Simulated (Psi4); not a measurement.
**One shape, several levels: doublet [C2H2]+**

Aim: a comparison of 4 runs (UHF/def2-TZVPPD, U-wB97M-V/def2-TZVPPD, U-wB97X/def2-TZVPPD, UMP2/def2-TZVPPD) of doublet [C2H2]+. 

The results are computed with Psi4 1.11.

3 further runs of the same task are left out: 2 that didn't finish, 1 set aside as unsound or not needed.

**1. The system as given**

The species is [C2H2]+ (4 atoms), meant as a doublet with charge +1. SMILES of the parent species: `C#C`. Geometry: relaxed at PBE0-D4/def2-TZVP. That shape belongs to the parent species and isn't relaxed for this state.

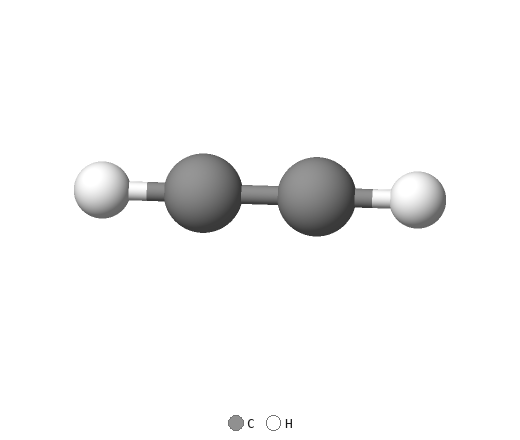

The structure, seen from a chosen angle (carbon grey, hydrogen white).

**2. A single-point energy at UHF/def2-TZVPPD (run 1)**

The input, calc.dat:

```
memory 1600 MB

molecule {
  1 2
  C      0.155500    -0.542100     0.200400
  C     -0.155500     0.542100    -0.200400
  H      0.432200    -1.506500     0.556900
  H     -0.432200     1.506500    -0.556900
  symmetry c1
  no_reorient
  no_com
}

set {
  basis def2-TZVPPD
  reference uhf
  puream true
  e_convergence 1e-09
  d_convergence 1e-08
  scf_type pk
  maxiter 100
}

e_tot, wfn = energy("hf", return_wfn=True)
oeprop(wfn, "DIPOLE", "WIBERG_LOWDIN_INDICES", "QUADRUPOLE")
```

Run with:

```console
$ psi4 calc.dat calc.out -n 1
```

calc.out:

```text
[...]
  Running in c1 symmetry.
[...]
  Nuclear repulsion =   24.845404811350292
[...]
  Multiplicity = 2
[...]
  Nalpha       = 7
  Nbeta        = 6
[...]
    Number of basis functions: 108
[...]
   @UHF iter   1:   -76.46437706555062   -5.37408e-01   1.72320e-03 ADIIS/DIIS
[...]
   @UHF iter   9:   -76.49190742042596   -9.55538e-11   9.57940e-09 DIIS
[...]
   @S^2 Observed:                7.547964997E-01
[...]
    Orbital Energies [Eh]
    ---------------------
    Alpha Occupied:
       1A    -11.625657     2A    -11.621418     3A     -1.438544
       4A     -1.095769     5A     -1.016537     6A     -0.824736
       7A     -0.774115
    Alpha Virtual:
       8A     -0.154975     9A     -0.127896    10A     -0.101800
      11A     -0.080406    12A     -0.038075    13A      0.015615
      14A      0.024810    15A      0.024982    16A      0.053611
      17A      0.053750    18A      0.076257    19A      0.087243
      20A      0.102620    21A      0.128413    22A      0.169609
      23A      0.172043    24A      0.173323    25A      0.174058
[...]
  @UHF Final Energy:   -76.49190742042596
   => Energetics <=
    Nuclear Repulsion Energy =             24.8454048113502921
    One-Electron Energy =                -146.8649255495562045
    Two-Electron Energy =                  45.5276133177799593
    Total Energy =                        -76.4919074204259459
  UHF NO Occupations:
  HONO-2 :    5  A 1.9991812
  HONO-1 :    6  A 1.9986820
[...]
 Multipole Moments:
 ------------------------------------------------------------------------------------
     Multipole            Electronic (a.u.)      Nuclear  (a.u.)        Total (a.u.)
 ------------------------------------------------------------------------------------
 L = 1.  Multiply by 2.5417464519 to convert [e a0] to [Debye]
 Dipole X            :          0.0000000            0.0000000            0.0000000
 Dipole Y            :         -0.0000000            0.0000000           -0.0000000
 Dipole Z            :          0.0000000            0.0000000            0.0000000
 Magnitude           :                                                    0.0000000
 L = 2.  Multiply by 1.3450342976 to convert [e a0^2] to [Debye ang]
 Quadrupole XX       :        -10.0799316            2.3703181           -7.7096135
 Quadrupole XY       :          6.3219788           -8.2626484           -1.9406696
[...]
```

It took 4.5 s on 1 thread of Intel Xeon 6975P-C (Granite Rapids), shared host; peak memory 0.45 GiB.

**3. The energy at U-wB97M-V/def2-TZVPPD (run 2)**

The input, calc.inp:

```
memory 1600 mb

molecule {
  1 2
  C      0.155500    -0.542100     0.200400
  C     -0.155500     0.542100    -0.200400
  H      0.432200    -1.506500     0.556900
  H     -0.432200     1.506500    -0.556900
  symmetry c1
}

set basis def2-TZVPPD
set reference uks
set puream true
set e_convergence 1e-09
set d_convergence 1e-08
set scf_type pk
set dft_radial_points 99
set dft_spherical_points 590
set maxiter 100

e_tot = energy("wb97m-v")
print_variables()
```

Run with:

```console
$ psi4 calc.inp calc.out -n 1
```

calc.out:

```text
[...]
  Running in c1 symmetry.
[...]
  Nuclear repulsion =   24.845404811350292
[...]
  Multiplicity = 2
[...]
  Nalpha       = 7
  Nbeta        = 6
[...]
    Number of basis functions: 108
[...]
   @UKS iter   1:   -76.89215539873999   -3.91470e-01   1.87957e-03 DIIS/ADIIS
[...]
   @UKS iter   8:   -76.91030969261547   -8.67288e-11   9.53887e-09 DIIS
[...]
   @S^2 Observed:                7.514478767E-01
[...]
    Orbital Energies [Eh]
    ---------------------
    Alpha Occupied:
       1A    -10.737076     2A    -10.734458     3A     -1.265213
       4A     -1.002115     5A     -0.937294     6A     -0.779761
       7A     -0.751181
    Alpha Virtual:
       8A     -0.218537     9A     -0.198357    10A     -0.127461
      11A     -0.117637    12A     -0.079835    13A     -0.024175
      14A     -0.019870    15A     -0.013452    16A      0.018902
      17A      0.019401    18A      0.029434    19A      0.035485
      20A      0.078825    21A      0.088188    22A      0.113533
      23A      0.129420    24A      0.136636    25A      0.136900
[...]
  @UKS Final Energy:   -76.91030969261547
   => Energetics <=
    Nuclear Repulsion Energy =             24.8454048113502921
    One-Electron Energy =                -147.0378973018162867
    Two-Electron Energy =                  53.1284720234229653
    DFT Exchange-Correlation Energy =      -7.9010649594985010
    Empirical Dispersion Energy =           0.0000000000000000
    VV10 Nonlocal Energy =                  0.0547757339260702
    Total Energy =                        -76.9103096926154706
[...]
 Multipole Moments:
 ------------------------------------------------------------------------------------
     Multipole            Electronic (a.u.)      Nuclear  (a.u.)        Total (a.u.)
 ------------------------------------------------------------------------------------
 L = 1.  Multiply by 2.5417464519 to convert [e a0] to [Debye]
 Dipole X            :          0.0000000            0.0000000            0.0000000
 Dipole Y            :         -0.0000000            0.0000000           -0.0000000
 Dipole Z            :         -0.0000000            0.0000000           -0.0000000
 Magnitude           :                                                    0.0000000
[...]
```

Wall time 44 s (1 thread of Intel Xeon 6975P-C (Granite Rapids), shared host); peak memory 0.72 GiB.

Run 3 isn't shown in full; the table further down has it.

**4. The energy at UMP2/def2-TZVPPD (run 4)**

The input, job.json:

```json
{
  "schema_name": "qcschema_input",
  "schema_version": 1,
  "molecule": {
    "schema_name": "qcschema_molecule",
    "schema_version": 2,
    "symbols": ["C", "C", "H", "H"],
    "geometry": [0.29385241, -1.02442053, 0.37870112, -0.29385241, 1.02442053, -0.37870112, 0.81673963, -2.84687241, 1.05238848, -0.81673963, 2.84687241, -1.05238848],
    "molecular_charge": 1,
    "molecular_multiplicity": 2,
    "fix_symmetry": "c1"
  },
  "driver": "energy",
  "model": {
    "method": "mp2",
    "basis": "def2-TZVPPD"
  },
  "keywords": {
    "reference": "uhf",
    "puream": true,
    "e_convergence": 1e-09,
    "d_convergence": 1e-08,
    "scf_type": "pk",
    "num_frozen_docc": 2,
    "mp2_type": "conv",
    "maxiter": 100
  }
}
```

Run with:

```console
$ psi4 --qcschema job.json -n 1 --memory 1600MB
```

stdout:

```text
[...]
  Running in c1 symmetry.
[...]
  Nuclear repulsion =   24.845404823087964
[...]
  Multiplicity = 2
[...]
  Nalpha       = 7
  Nbeta        = 6
[...]
    Number of basis functions: 108
[...]
   @UHF iter   1:   -76.46437727830698   -5.37410e-01   1.72319e-03 DIIS/ADIIS
[...]
   @UHF iter   9:   -76.49190742023875   -9.60085e-11   9.57929e-09 DIIS
[...]
   @S^2 Observed:                7.547964997E-01
[...]
    Orbital Energies [Eh]
    ---------------------
    Alpha Occupied:
       1A    -11.625657     2A    -11.621418     3A     -1.438544
       4A     -1.095769     5A     -1.016537     6A     -0.824736
       7A     -0.774115
    Alpha Virtual:
       8A     -0.154975     9A     -0.127896    10A     -0.101800
      11A     -0.080406    12A     -0.038075    13A      0.015615
      14A      0.024810    15A      0.024982    16A      0.053611
      17A      0.053750    18A      0.076257    19A      0.087243
      20A      0.102620    21A      0.128413    22A      0.169609
      23A      0.172043    24A      0.173323    25A      0.174058
[...]
  @UHF Final Energy:   -76.49190742023875
   => Energetics <=
    Nuclear Repulsion Energy =             24.8454048230879643
    One-Electron Energy =                -146.8649255752115437
    Two-Electron Energy =                  45.5276133318848366
    Total Energy =                        -76.4919074202387463
  UHF NO Occupations:
  HONO-2 :    5  A 1.9991812
  HONO-1 :    6  A 1.9986820
[...]
 Multipole Moments:
 ------------------------------------------------------------------------------------
     Multipole            Electronic (a.u.)      Nuclear  (a.u.)        Total (a.u.)
 ------------------------------------------------------------------------------------
 L = 1.  Multiply by 2.5417464519 to convert [e a0] to [Debye]
 Dipole X            :          0.0000000            0.0000000            0.0000000
 Dipole Y            :         -0.0000000            0.0000000           -0.0000000
 Dipole Z            :         -0.0000000            0.0000000           -0.0000000
 Magnitude           :                                                    0.0000000
[...]
	SCS-MP2 Total Energy (a.u.)        :   -76.73781893657593
	SOS-MP2 Total Energy (a.u.)        :   -76.72061165326299
	SCSN-MP2 Total Energy (a.u.)       :   -76.58276187613104
[...]
	SOS-PI-MP2 Total Energy (a.u.)     :   -76.75872902543369
[...]
	MP2 Total Energy (a.u.)            :   -76.73411613103109
[...]
```

The result, in JSON:

```text
{
 "driver": "energy",
 "model": {
  "method": "mp2",
  "basis": "def2-TZVPPD"
 },
 "success": true,
 "return_result": -76.73411613103109,
 "properties": {
  "calcinfo_nbasis": 108,
  "calcinfo_nmo": 108,
  "calcinfo_nalpha": 7,
  "calcinfo_nbeta": 6,
  "calcinfo_natom": 4,
  "nuclear_repulsion_energy": 24.845404823087964,
  "return_energy": -76.73411613103109,
  "scf_one_electron_energy": -146.86492557521154,
  "scf_two_electron_energy": 45.52761333188484,
  "scf_dipole_moment": [3.4676986759504813e-15, -4.7266635050391415e-12, -1.7218773742987484e-15],
  "scf_total_energy": -76.49190742023875,
  "scf_iterations": 9,
  "mp2_same_spin_correlation_energy": -0.051621849938806065,
  "mp2_opposite_spin_correlation_energy": -0.19058686085353752,
  "mp2_singles_energy": 0.0,
  "mp2_doubles_energy": -0.24220871079234357,
  "mp2_correlation_energy": -0.2422087107923403,
  "mp2_total_energy": -76.73411613103109
 }
}
```

Run time: 8.1 s. Hardware: 1 thread of Intel Xeon 6975P-C (Granite Rapids), shared host; peak memory 0.73 GiB.

**5. The series**

| run | level | integration grid | task | energy (Eh) | HOMO energy (eV) | LUMO energy (eV) | ⟨S²⟩ | wall time |
| --- | --- | --- | --- | --- | --- | --- | --- | --- |
| 1 | UHF/def2-TZVPPD | – | energy | -76.491907 | -20.53 | -8.62 | 0.755 | 4.5 s |
| 2 | U-wB97M-V/def2-TZVPPD | 99 radial × 590 angular | energy | -76.910310 | -19.92 | -11.83 | 0.751 | 44 s |
| 3 | U-wB97X/def2-TZVPPD | 99 radial × 590 angular | gradient | -76.920072 | -20.14 | -11.66 | 0.752 | 26 s |
| 4 | UMP2/def2-TZVPPD | – | energy | -76.734116 | -20.53 | -8.62 | 0.755 | 8.1 s |

**6. What came out**

| quantity | value |
| --- | --- |
| run 4: total energy | -76.73412 Eh |
| run 4: HOMO energy (Hartree–Fock orbitals) (highest over α and β) | -20.53 eV |
| run 4: LUMO energy (Hartree–Fock orbitals) (lowest over α and β) | -8.62 eV |
| run 4: correlation energy (2 core orbitals frozen) | -242.2 mEh |
| run 4: ⟨S²⟩ of the reference determinant | 0.755 |

**Reading.** Totals of different functionals can't be ranked against each other. All runs together took 82 s, the longest 44 s.
